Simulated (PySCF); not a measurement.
Al(F)(Me)(Et), SMILES [CH3][Al]([CH2]C)[F] at its PBE0/def2-SVP optimised geometry (Å):

```
13

Al     0.1440    -0.7858     0.0000
F      1.8197    -0.7858     0.0000
C     -0.7205    -2.5301    -0.0019
H     -0.4398    -3.1059     0.8964
H     -0.3940    -3.1294    -0.8687
H     -1.8197    -2.4671    -0.0301
C     -0.7546     0.9513     0.0000
C      0.1256     2.2005     0.0380
H     -1.4620     0.9484     0.8519
H     -1.4139     0.9691    -0.8897
H      0.8098     2.2451    -0.8239
H      0.7573     2.2284     0.9397
H     -0.4687     3.1294     0.0294
```

Computed with PBE0/def2-TZVP (PySCF 2.14.0).

Map of the deformation density (molecule minus spherical neutral atoms) (e/bohr³) on the plane z = 0.6 Å:

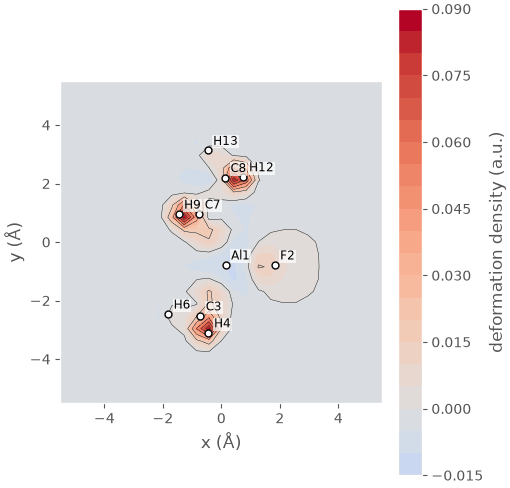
Fig. 1. Deformation density (molecule minus spherical neutral atoms) (e/bohr³) on the plane z = 0.6 Å.
